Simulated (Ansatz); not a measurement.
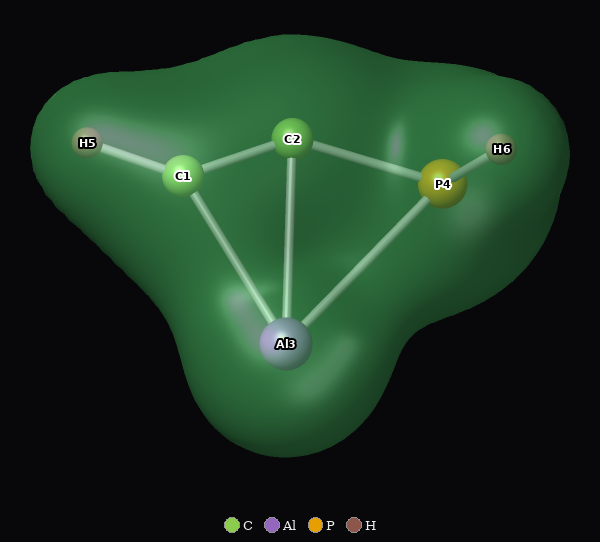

*C2H2AlP. Isosurface of the total electron density at 0.15 e/Å³ (green), seen at a tilt.*

Geometry: PBE-D3(BJ)/def2-SVP.

All numbers below come from Ansatz, isolated molecule in a Gaussian basis; Kohn-Sham density functional theory, functional PBE0.

```xyz
6

C    -0.6222   -1.3957    0.8396
C    -0.0068   -2.0076    1.7940
Al   -2.2468   -1.9607    2.0575
P    -0.1655   -3.0212    3.1952
H    -0.4458   -0.8732   -0.1059
H     0.0402   -1.9599    4.1574
```

Q: What does this surface tell about the bonding?

A: At this value the surface is in one piece. It bridges the sampled C–C (1.29 Å), C–P (1.74 Å), C–Al (2.11 Å) and Al–P (2.60 Å) contacts, where the density stays above the isovalue. On the grid the lowest density along these lines, outside the cores, is 2.4 e/Å³ (C–C, 1.29 Å), 1.1 e/Å³ (C–P, 1.74 Å), 0.39 e/Å³ (C–Al, 2.11 Å) and 0.28 e/Å³ (Al–P, 2.60 Å).
